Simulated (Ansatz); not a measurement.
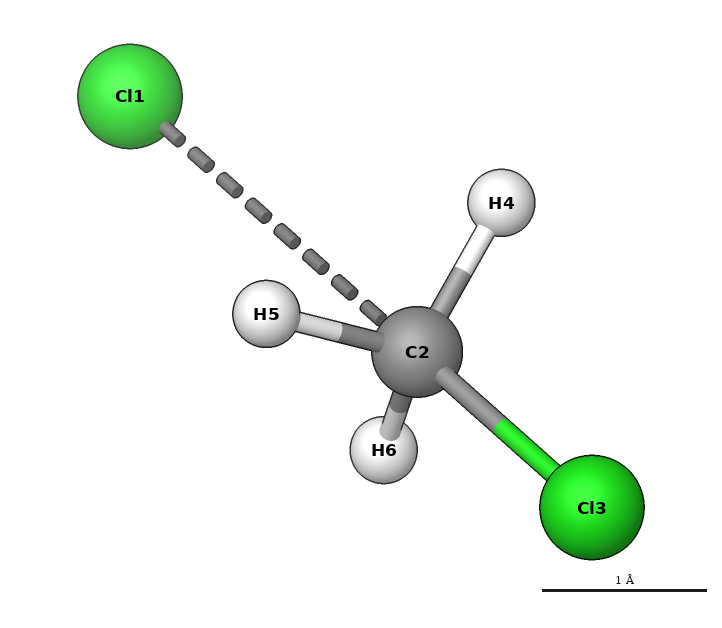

Two molecules or ions; the broken line marks their closest contact (measured against van der Waals radii). The species has charge −1 and is a spin singlet. Geometry: a pair of rigid molecules at a changed separation. Program: Ansatz 0.2.0.

### Which two species are they?

Cl and CH3Cl (`CCl.[Cl-]`).

### How long is the contact?

Cl1···C2 is 2.98 Å.

Give the counterpoise-corrected interaction energy (kJ/mol, monomers kept as in the pair) with RHF-CCSD(T) (frozen core)/def2-TZVPPD.

```tsv
level	interaction energy (kJ/mol)
RHF-CCSD(T) (frozen core)/def2-TZVPPD	−39.6
```
